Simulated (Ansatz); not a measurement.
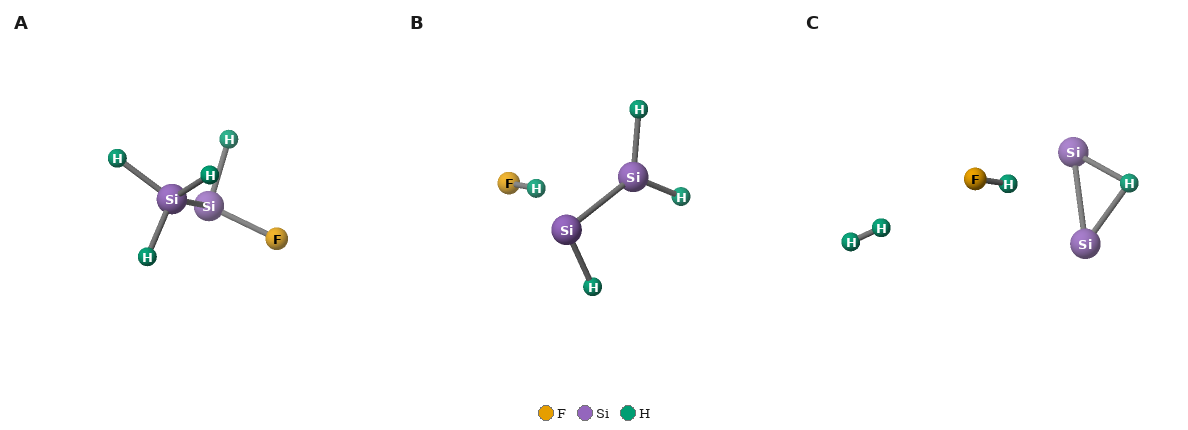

3 stationary structures of one formula. State: charge −1, singlet. Geometries: PBE0-D4/def2-TZVPD. Electronic energies: RHF-CCSD(T) (frozen core)/def2-TZVPPD (Ansatz 0.2.0), without zero-point energy. No frequency run is at hand to confirm each as a minimum. Each is one conformer, not always the lowest.

> Which structure is the most stable?

A is lowest (C1); B lies 40.3 kcal/mol above it (C1), C lies 62.7 kcal/mol above it (C1).
